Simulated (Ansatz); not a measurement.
FH$_{3}$O$_{3}$W···H$_{2}$O

The calculation's input:

```
crystal:
  periodic: [false, false, false]
  atoms:
    - { symbol: W, position_ang: [0.0, 0.0, 0.0] }
    - { symbol: H, position_ang: [0.7888, 0.0, 1.7505] }
    - { symbol: O, position_ang: [1.9156, 0.0, 0.9539] }
    - { symbol: H, position_ang: [2.2528, -0.9519, 0.9343] }
    - { symbol: O, position_ang: [0.0, 1.94, 0.0] }
    - { symbol: H, position_ang: [-0.6343, 2.2771, -0.71] }
    - { symbol: O, position_ang: [-1.94, 0.0, 0.0] }
    - { symbol: H, position_ang: [-2.2771, -0.1263, 0.9437] }
    - { symbol: O, position_ang: [0.0, -1.94, 0.0] }
    - { symbol: H, position_ang: [0.3816, -2.2771, 0.8723] }
    - { symbol: F, position_ang: [0.0, 0.0, -1.85] }
basis:
  gaussian: { orbitals: def2-SVP }
hamiltonian:
  xc: b3lyp
relax:
  f_tol: 0.15
  max_steps: 25
  restrain:
    - { distance: [1, 2], at: 1.01, k: 30.0 }
    - { distance: [0, 1], at: 2.92, k: 30.0 }
    - { distance: [0, 2], at: 3.14, k: 30.0 }
output:
  orbitals: {}
```

Run with:

```sh
ansatz run input.yaml --threads 4 --pin off --max-ram 5120MiB --backend cpu --events-out ev --progress --plain --runs-dir out
```

The fields are those of the run's last geometry, not of the input's.

Core potentials replace the inner electrons of W; not at a stationary point (largest force 0.7 eV/Å).

Computed with Ansatz, RKS B3LYP/def2-SVP.

**What will maps of the electron density and electron localisation function show?**

W–O (1.86 Å): the density is about 1.2 e/Å³ at the midpoint; the ELF peaks at about 0.80 in the valence shell of O, 0.6 Å from its nucleus, and drops to about 0.25 between the two atoms.
O–H (0.97 Å): ρ is about 3.7 e/Å³ halfway; the ELF climbs to about 1 towards the hydrogen, as it does in any bond to H; a covalent bond by its length.
W–O (1.91 Å): ρ is about 1 e/Å³ halfway; the ELF peaks at about 0.85 in the valence shell of O, 0.6 Å from its nucleus, and drops to about 0.25 between the two atoms.

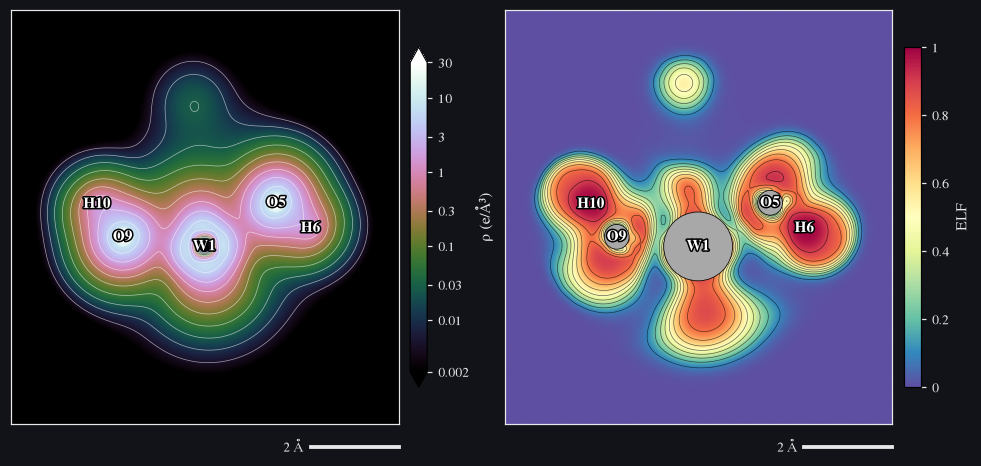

Computed electron density and electron localisation function on the plane of atoms O5, W1 and O9, in this order. Grey discs cover the atomic cores in the ELF map. 
